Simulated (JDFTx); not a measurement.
```json
{
 "surface": "W(110)",
 "bulk": "W, Im-3m, lattice of mp-91 (not re-optimised)",
 "slab": "4 atoms in 4 planes, 1x1, 6.6 Å between the outermost planes",
 "in-plane cell": "2.746 × 2.746 Å, 7.11 Å²",
 "cell_height": "22.7 Å",
 "sampling": "8×8×1 k mesh, Fermi smearing 0.01 Ha, no spin polarisation"
}
```

Computed with JDFTx (a modified build): PBE, GBRV ultrasoft potentials, plane waves to 20/100 Ha. Liquid on both sides: CANDLE, water, 1 M NaCl; nuclei fixed, outer atoms relaxed in vacuum. Potentials are on the SHE scale by the convention U = −μ/e − 4.44 V; references calibrated for a solvation model differ from this value. The surface is an ideal bare cut with both faces alike: no reconstruction, overlayer or explicit solvent molecules. At negative charge CANDLE's numbers also depend on the cell height, by up to tenths of a volt. Convergence in thickness and k mesh wasn't tested for this slab.

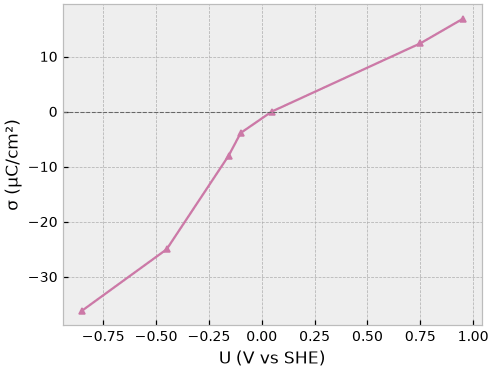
Fig. 1. Surface charge density of W(110) against potential

Read off the potential of zero charge and the mean capacitance σ/(U − U_pzc) at the computed point just above it.

U_pzc ≈ 0.0 V. At 0.75 V it is about 18 μF/cm².
